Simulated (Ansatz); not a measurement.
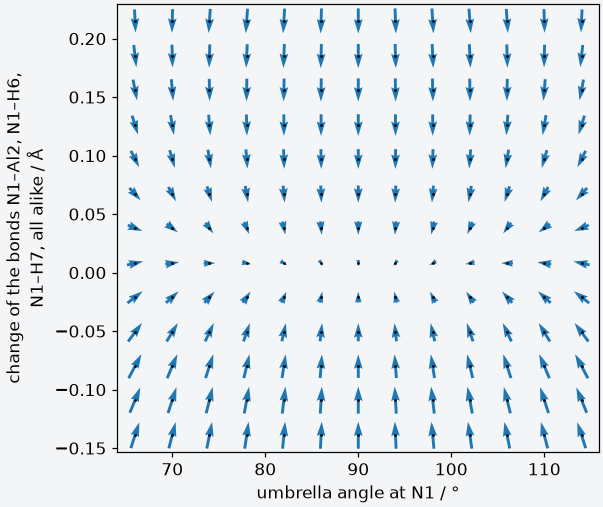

CH3AlBrNS, SMILES [NH2][Al]([Br])[CH]=S. The first coordinate is: umbrella angle at N1 (between each of its bonds and their common axis; 90 is planar); the second: change of the bonds N1–Al2, N1–H6, N1–H7, all alike. Nothing is relaxed (all other coordinates rigid). The scan uses a 13 × 13 grid; 167 points were computed and 2 follow by symmetry. Points are written as (first, second). Theory: RKS r2SCAN-D4/def2-SVP in Ansatz.

The picture shows dots at the grid points, arrows along the force (downhill), their lengths compressed.

> The arrows alone are given. Where is the energy lowest?

The arrows converge at about (90°, 0.000 Å) (read from the interpolated surface).

The energy map of the same scan:

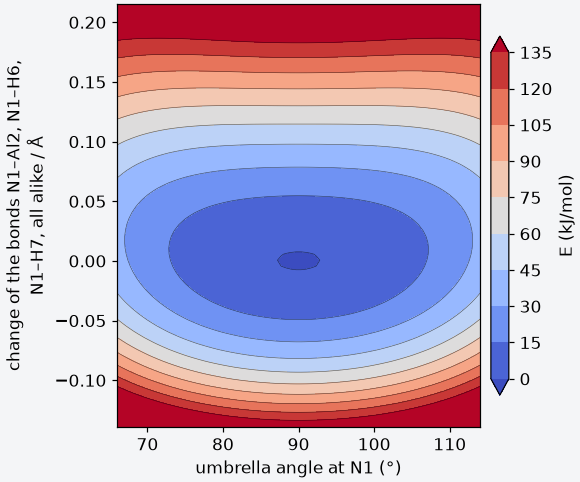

Energies are in kJ/mol, from the lowest grid point; between grid points the surface is interpolated.
